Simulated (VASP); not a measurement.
Band structure of BeSe (zinc blende). Calculation: optB88-vdW, VASP's PBE PAW potentials (set 64) (plane waves; VASP 6.6.1).

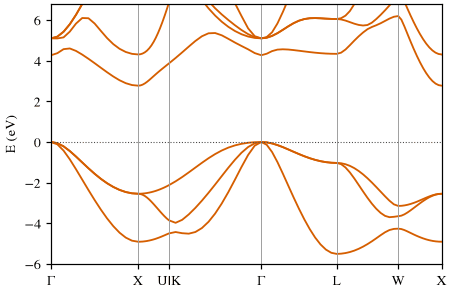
Fig. 1. Bands along high-symmetry lines, zero at the valence-band maximum or, without a gap, the Fermi level

Question: Read the plot: is there a gap, and where are the band edges?

Answer: The gap is indirect, 2.77 eV, from the valence maximum at Γ to the conduction minimum at X. (Edges off the drawn lines would not show.)

Measured: gap 4.00 eV (computed value off by -1.23 eV), as given by Das et al., (2018), arXiv:1807.05623.

The compound is BeSe in the zinc blende structure. It was relaxed first.
